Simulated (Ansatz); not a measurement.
# Calculations on CH₅SSi

**1. Relaxation**

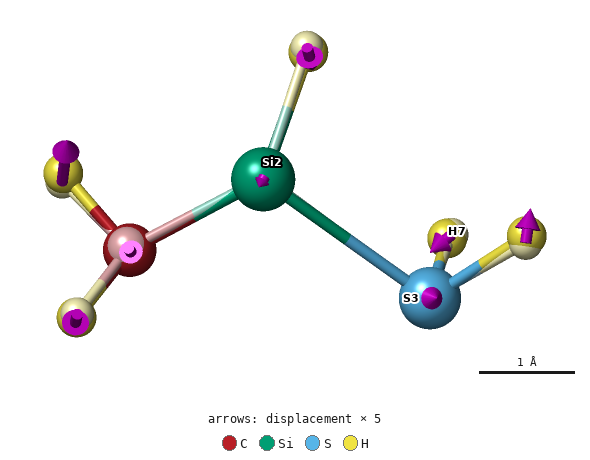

A constrained relaxation of CH5SSi (charge +1). The starting structure is drawn faded, the final one solid; purple arrows show the displacements, magnified 5 times. The two geometries are superimposed by the best rigid fit.

The picture is a ball-and-stick view, seen face on.

Method: Ansatz 0.2.0, RKS PBE0-D4/def2-TZVP. (force threshold 0.005 eV/Å; at most 200 steps)

Atoms of which element are displaced furthest, and by how much?

Answer. Hydrogen: up to 0.17 Å, against 0.06 Å for carbon.

What happened in the run?

Answer. Over 8 accepted moves (9 points after the start) the energy falls by 6.73 kJ/mol. Largest force component: 0.35 eV/Å at the start, 0.0016 eV/Å at the end. The line search rejected the trial step at point 7 of the run. The forces were under the threshold at step 5, but the run went on from there. The atom that moves furthest after the best rigid fit is an H atom (0.17 Å). By element the largest moves are H 0.17 Å, C 0.06 Å, S 0.06 Å, Si 0.03 Å. Some distances before and after: C–H 1.094 → 1.101 Å. Bond angles that change, for instance: Si–C–H 112.3° → 106.4°, H–C–H 110.1° → 106.5°, S–Si–H 102.9° → 100.2°. The run took roughly 50 core-seconds on a shared host.

**2. Relaxation**

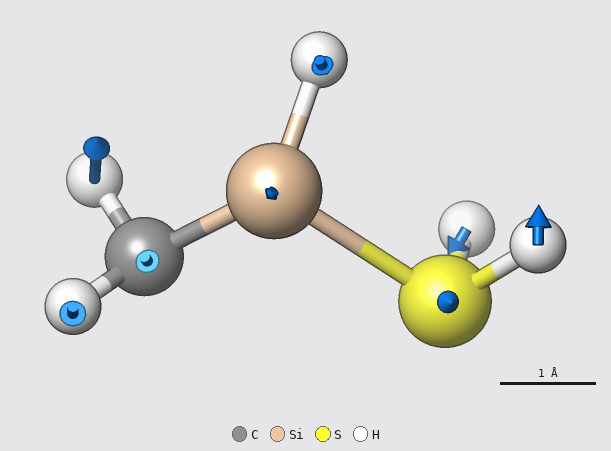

This is a constrained relaxation of CH5SSi (charge +1). The starting structure is drawn; blue arrows show the displacements, magnified 5 times. The two geometries are superimposed by the best rigid fit.

Style: ball-and-stick. Shown face on.

These are results of RKS PBE0-D4/def2-TZVP in Ansatz, not measurements. Settings: force threshold 0.005 eV/Å; at most 200 steps.

### Atoms of which element are displaced furthest, and by how much?

Hydrogen: up to 0.19 Å, against 0.07 Å for carbon.

### What happened in the run?

The atom that moves furthest after the best rigid fit is an H atom (0.19 Å). By element the largest moves are H 0.19 Å, C 0.07 Å, S 0.06 Å, Si 0.03 Å. Near-neighbour distances that change, for instance: C–H 1.101 → 1.110 Å. Bond angles that change, for instance: Si–C–H 106.4° → 98.9°, H–C–H 106.5° → 101.7°. After 9 geometry steps the energy has fallen by 1.68 kcal/mol. Largest force component: 0.41 eV/Å at the start, 0.00053 eV/Å at the end.

**3. Scan**

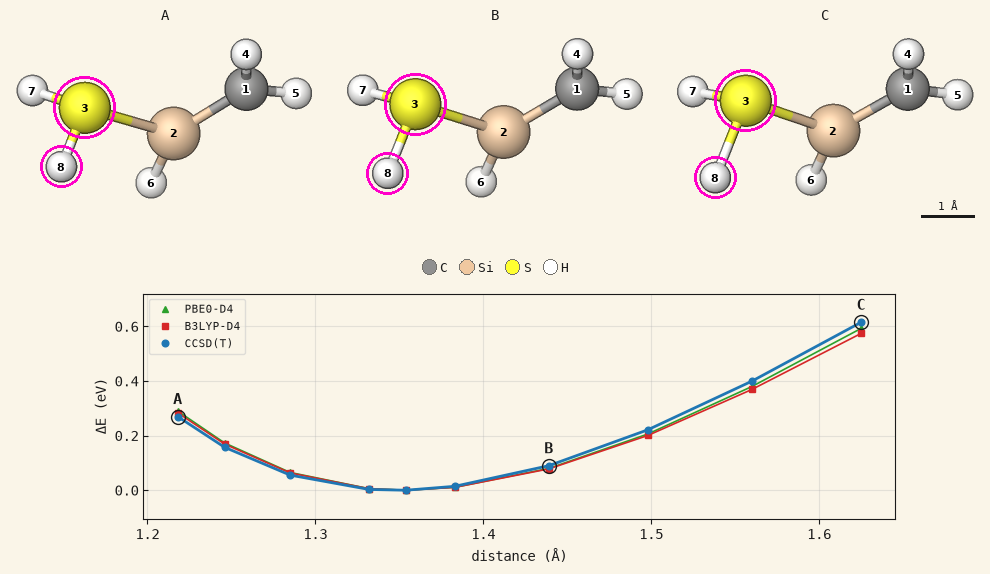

A scan of CH$_{5}$SSi (charge +1): the S3–H8 distance is varied, with all other coordinates relaxed. The lettered frames are marked on the plot, at the values of CCSD(T). Style: ball-and-stick. Shown from a free direction. The ringed atoms are those of the scanned coordinate.

Levels of theory: CCSD(T), B3LYP-D4, PBE0-D4 (def2-TZVPP, Ansatz), on geometries relaxed under the constraint at PBE0-D4/def2-TZVP. Coupled cluster with a frozen core. Energies are counted from the PBE0-D4/def2-TZVP minimum geometry at the same level.

Question: What does the scan show?

Answer: With CCSD(T): the lowest computed point lies at the distance 1.354 Å (0.000 eV). At the ends of the scan the energy is 0.270 eV (1.218 Å) and 0.615 eV (1.625 Å). The curvature at the lowest point is about 25 eV/Å² (4 mdyn/Å). The well is steeper on the short side, as for any bond. At 1.625 Å the levels give B3LYP-D4 0.574 eV, PBE0-D4 0.593 eV, CCSD(T) 0.615 eV. Closest to CCSD(T) there is PBE0-D4. At 1.218 Å to 1.625 Å the mean-field solution behind CCSD(T) isn't stable (a lower one of broken symmetry exists), so those energies are less reliable.

The computed points:

Energies in eV.

| distance (Å) | CCSD(T) | B3LYP-D4 | PBE0-D4 |
| --- | --- | --- | --- |
| 1.218 | 0.270 | 0.284 | 0.290 |
| 1.246 | 0.157 | 0.169 | 0.173 |
| 1.285 | 0.055 | 0.063 | 0.065 |
| 1.332 | 0.003 | 0.005 | 0.006 |
| 1.354 | 0.000 | 0.000 | 0.000 |
| 1.383 | 0.014 | 0.010 | 0.011 |
| 1.439 | 0.090 | 0.078 | 0.080 |
| 1.498 | 0.221 | 0.201 | 0.206 |
| 1.560 | 0.400 | 0.369 | 0.380 |
| 1.625 | 0.615 | 0.574 | 0.593 |

**4. Scan**

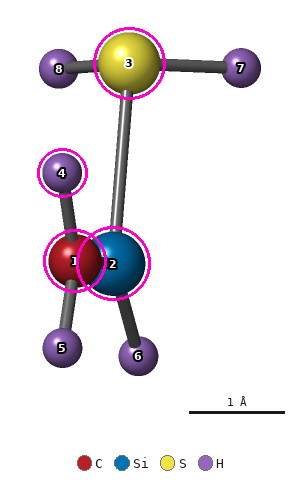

A scan of CH5SSi (charge +1): the H4–C1–Si2–S3 dihedral angle is varied, with all other coordinates relaxed. The picture shows the minimum geometry. The ringed atoms are those of the scanned coordinate. The picture is a ball-and-stick view, seen almost along the central bond.

Levels of theory: PBE-D4, CCSD(T), r2SCAN-D4, PBE0-D4, wB97M-V, B3LYP-D4 (def2-TZVPP, Ansatz), on geometries relaxed under the constraint at PBE0-D4/def2-TZVP. Coupled cluster with a frozen core. Energies are counted from the PBE0-D4/def2-TZVP minimum geometry at the same level.

The input:
```yaml
crystal:
  periodic: [false, false, false]
  atoms:
    - {symbol: C, position_ang: [-0.816067, 1.052926, -1.033389]}
    - {symbol: Si, position_ang: [-0.019241, 0.568282, 0.373539]}
    - {symbol: S, position_ang: [0.587284, -1.572252, 0.143936]}
    - {symbol: H, position_ang: [-0.971301, 0.381347, -1.870441]}
    - {symbol: H, position_ang: [-1.202243, 2.061092, -1.147072]}
    - {symbol: H, position_ang: [0.384811, 1.119700, 1.672901]}
    - {symbol: H, position_ang: [1.880046, -1.519796, 0.542647]}
    - {symbol: H, position_ang: [0.156711, -2.091310, 1.317888]}
basis:
  gaussian: {orbitals: def2-TZVPP}
total_charge: 1
hamiltonian: {xc: pbe, dispersion: d4}
```

Give the energy at each point (the dihedral: 0.0, 11.3, 31.3, 51.3, 71.3, 91.3, 111.3, 131.3, 151.3, 171.3°).

Answer. Energies in kcal/mol.

```
dihedral angle (°)  PBE-D4  CCSD(T)  r2SCAN-D4  PBE0-D4  wB97M-V  B3LYP-D4
               0.0     0.0      0.0        0.0      0.0      0.0       0.0
              11.3     0.1      0.1        0.1      0.1      0.2       0.1
              31.3     1.2      0.9        1.3      1.4      1.5       1.2
              51.3     3.9      3.5        4.2      4.4      4.6       4.1
              71.3     8.7      8.2        9.4      9.5      9.8       9.2
              91.3    15.5     15.0       16.5     16.7     17.1      16.4
             111.3    23.7     23.4       25.1     25.4     25.8      25.2
             131.3    32.5     32.9       34.2     34.6     35.0      34.8
             151.3    40.7     42.1       42.3     42.8     43.1      43.7
             171.3     1.7      1.4        1.7      1.6      1.4       1.7
```

With PBE-D4: the lowest computed point lies at the dihedral 0.0° (0.0 kcal/mol). A local maximum lies at 151.3° (40.7 kcal/mol). The highest point, at 151.3°, lies 40.7 kcal/mol above the lowest and gives the barrier to rotation to within the spacing of the points. At 151.3° the levels give PBE-D4 40.7 kcal/mol, CCSD(T) 42.1 kcal/mol, r2SCAN-D4 42.3 kcal/mol, PBE0-D4 42.8 kcal/mol, wB97M-V 43.1 kcal/mol, B3LYP-D4 43.7 kcal/mol. Closest to CCSD(T) there is r2SCAN-D4. At 0.0° to 171.3° the mean-field solution behind CCSD(T) isn't stable (a lower one of broken symmetry exists), so those energies are less reliable.

As a plot:

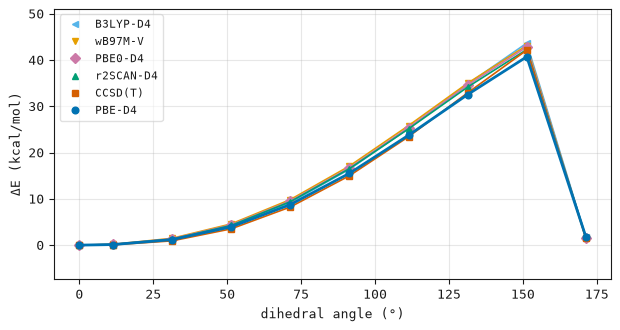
